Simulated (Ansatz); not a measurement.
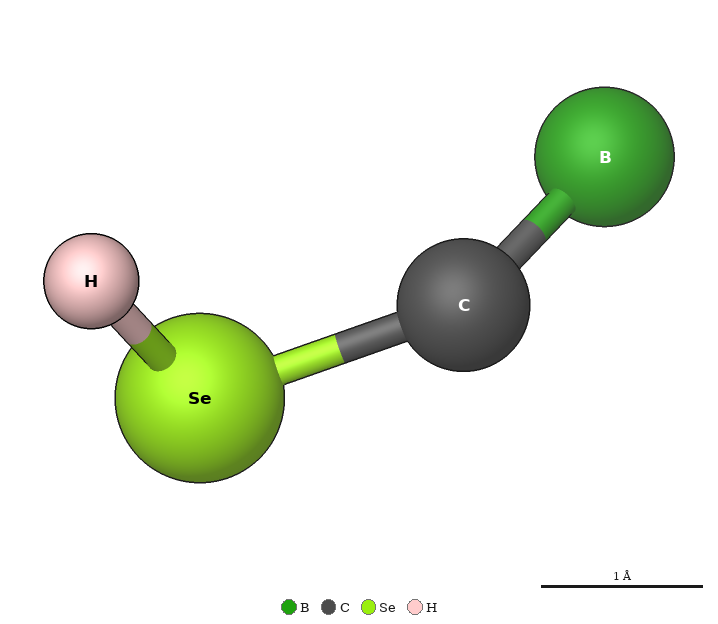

A ball-and-stick model of a molecule. Every bond is drawn as one stick, whatever its order.

The geometry was computed by an optimisation with PBE0-D4/def2-TZVP. No frequency run is at hand to confirm it as a minimum.

Describe the molecule.

The molecule is CHBSe. This geometry has C1 symmetry. Coordination: 1 C bent; 1 Se bent.

More results for the same structure follow; atom numbers are the same in all pictures, views and colours differ.

### Charges

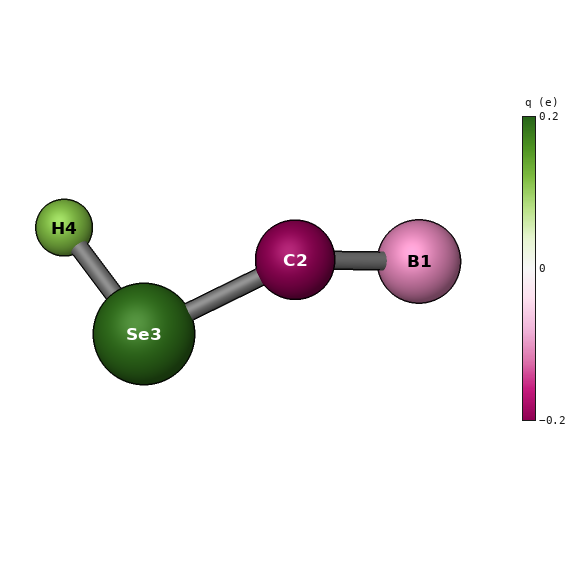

Atoms are coloured by their Mulliken charges. No frequency run is at hand to confirm it as a minimum. Properties computed with RKS PBE0-D4/def2-TZVP (Ansatz 0.2.0).

Give the Mulliken charges atom by atom.

| atom | value (e) |
| --- | --- |
| B1 | −0.11 |
| C2 | −0.20 |
| Se3 | 0.19 |
| H4 | 0.12 |

### Dipole moment

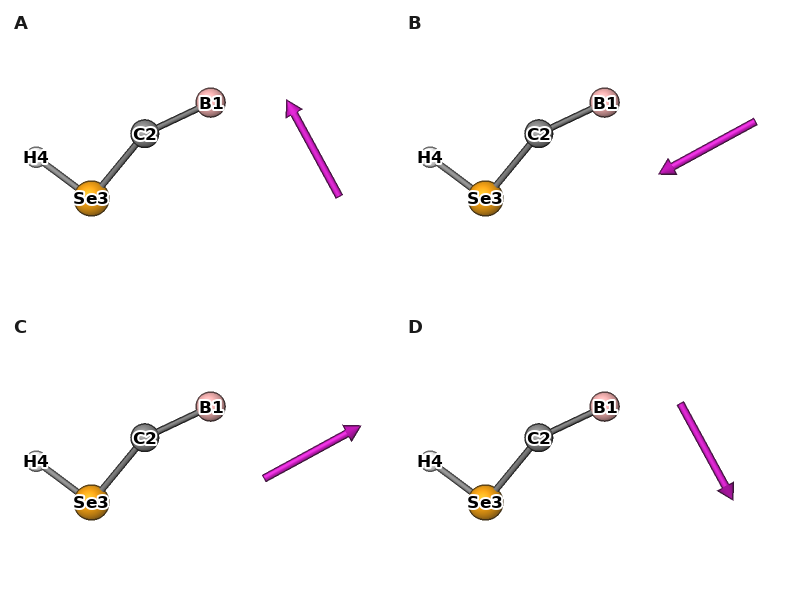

The same molecule four times, each with an arrow. No frequency run is at hand to confirm it as a minimum. Level of theory: RKS PBE0-D4/def2-TZVP (Ansatz 0.2.0).

Which arrow points along the dipole moment, from the negative to the positive end?

Answer. B. The dipole moment is 3.24 D; it points from the side of B1 to the side of H4 (the outermost atoms at the two ends).

### Electronic properties

No frequency run is at hand to confirm it as a minimum. Method: RKS PBE0-D4/def2-TZVPP (Ansatz 0.2.0).

Estimate the LUMO energy (Kohn–Sham orbital).

Answer. −4.24 eV.

Estimate the HOMO energy (Kohn–Sham orbital).

Answer. −6.51 eV.

Mulliken values depend strongly on the basis set and can even reverse the polarity of a bond.
